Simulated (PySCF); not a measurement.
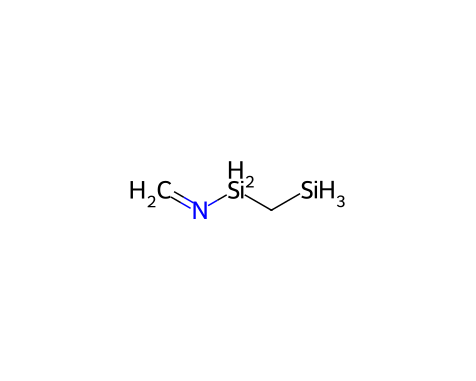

Skeletal drawing of a molecule.

Question: Transcribe the drawing into SMILES.

Answer: C=N[SiH2]C[SiH3]

Question: What is the molecular formula?

Answer: C2H9NSi2.

Question: An optimisation with PBE0-D3(BJ)/def2-SVP gave a structure of which point group?

Answer: C1. Other conformers may differ.

More results for the same structure follow; atom numbers are the same in all pictures, views and colours differ. Computed geometry: PBE0-D3(BJ)/def2-SVP optimisation. No frequency run is at hand to confirm it as a minimum.

**Shape**

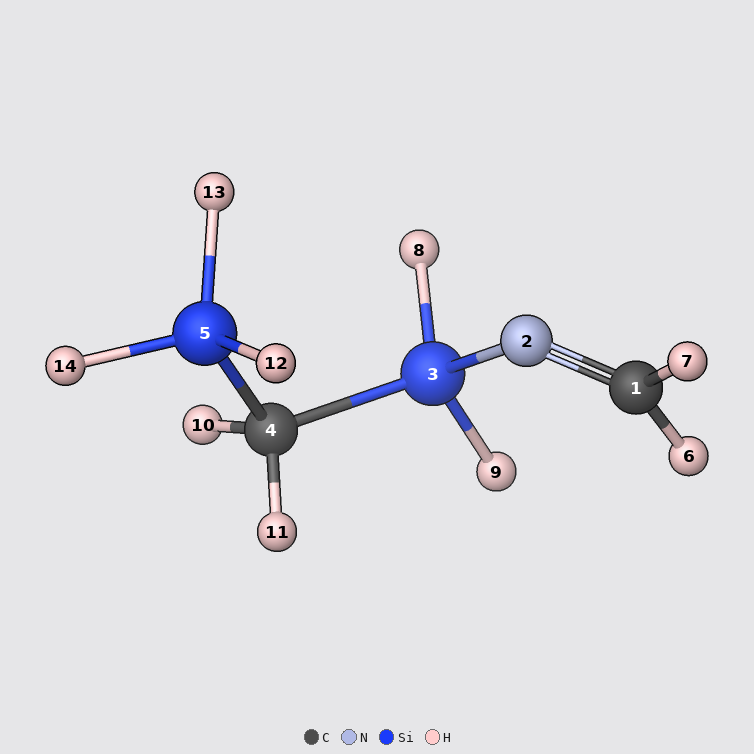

Numbered structure. No frequency run is at hand to confirm it as a minimum.

Question: How are the neighbours of atom 2 arranged?

Answer: N2 has 2 neighbours (C1 at 1.26, Si3 at 1.76 Å); the arrangement is bent.

Question: How are the neighbours of atom 1 arranged?

Answer: C1 has 3 neighbours (N2 at 1.26, H6 at 1.11, H7 at 1.11 Å); the arrangement is trigonal planar.

Question: Describe the coordination of atom 4.

Answer: C4 has 4 neighbours (Si3 at 1.87, Si5 at 1.89, H10 at 1.10, H11 at 1.10 Å); the arrangement is tetrahedral.

Question: Describe the coordination of atom 3.

Answer: Si3 has 4 neighbours (N2 at 1.76, C4 at 1.87, H8 at 1.49, H9 at 1.50 Å); the arrangement is tetrahedral.

Question: What is the dihedral angle N2–Si3–C4–Si5?

Answer: 42° in size, that is gauche.

**Dipole moment**

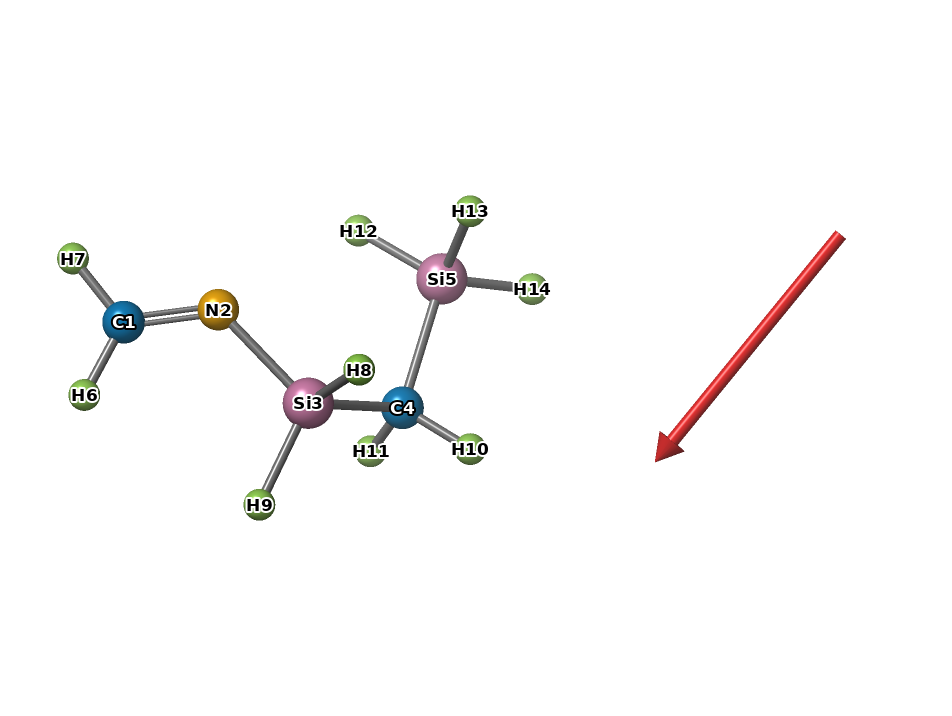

The arrow beside the molecule shows the direction of the dipole moment, from the negative to the positive end (its length means nothing). No frequency run is at hand to confirm it as a minimum. Method: mPW1PW91/pcSseg-1, gas phase (PySCF 2.14.0).

Question: Estimate the dipole moment.

Answer: 1.89 D; it points from the side of H13 to the side of H6 (the outermost atoms at the two ends).

**Levels of theory compared**

No frequency run is at hand to confirm it as a minimum. Program: PySCF 2.14.0.

Tabulate HOMO–LUMO gap (eV) at these levels: B97-2/pcSseg-1; BHandHLYP/pcSseg-1; CAM-B3LYP/pcSseg-1; LC-wPBE/pcSseg-1; PBE0/6-31G; PBE0/STO-3G; PBE0/pcSseg-1; WP04/pcSseg-1; mPW1PW91/pcSseg-1; ωB97X-D/pcSseg-1.

```json
{"level": "B97-2/pcSseg-1", "HOMO–LUMO gap (eV)": "5.91"}
{"level": "BHandHLYP/pcSseg-1", "HOMO–LUMO gap (eV)": "8.81"}
{"level": "CAM-B3LYP/pcSseg-1", "HOMO–LUMO gap (eV)": "8.85"}
{"level": "LC-wPBE/pcSseg-1", "HOMO–LUMO gap (eV)": "11.40"}
{"level": "PBE0/6-31G", "HOMO–LUMO gap (eV)": "6.18"}
{"level": "PBE0/STO-3G", "HOMO–LUMO gap (eV)": "6.97"}
{"level": "PBE0/pcSseg-1", "HOMO–LUMO gap (eV)": "6.22"}
{"level": "WP04/pcSseg-1", "HOMO–LUMO gap (eV)": "5.21"}
{"level": "mPW1PW91/pcSseg-1", "HOMO–LUMO gap (eV)": "6.25"}
{"level": "ωB97X-D/pcSseg-1", "HOMO–LUMO gap (eV)": "10.00"}
```

**Charges**

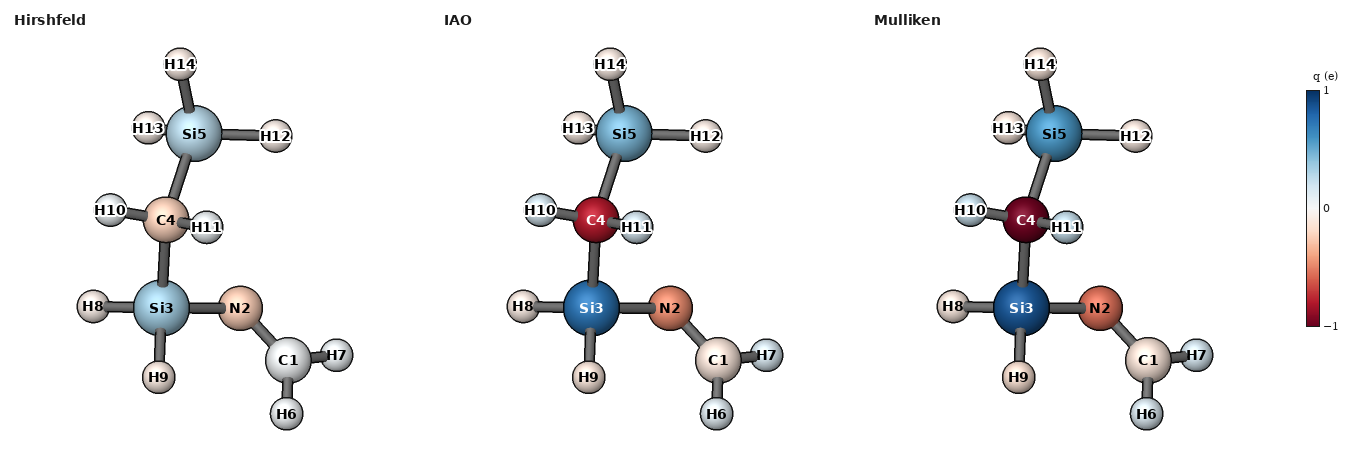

Atomic charges of one calculation by 3 schemes, on one colour scale. No frequency run is at hand to confirm it as a minimum. Computed with PBE0/6-31G (PySCF 2.14.0).

Question: Which scheme gives the most polar picture (largest mean size of the charges)?

Answer: The Mulliken charges are the largest in size here, and the Hirshfeld charges the smallest.

Question: On which atom do the schemes disagree most?

Answer: On C4 (from −0.97 to −0.23 e).

List the charges (e), one line for each set of equivalent atoms.

```csv
atom,Hirshfeld,IAO,Mulliken
C1,0.03,−0.11,−0.12
N2,−0.24,−0.47,−0.55
Si3,0.35,0.74,0.86
C4,−0.23,−0.79,−0.97
Si5,0.28,0.46,0.58
H6,0.04,0.11,0.14
H7,0.05,0.15,0.17
H8,−0.07,−0.09,−0.10
H9,−0.09,−0.11,−0.14
H10,0.05,0.17,0.23
H11,0.05,0.17,0.23
H12,−0.07,−0.07,−0.09
H13,−0.07,−0.08,−0.11
H14,−0.08,−0.09,−0.12
```

Mulliken values depend strongly on the basis set and can even reverse the polarity of a bond.
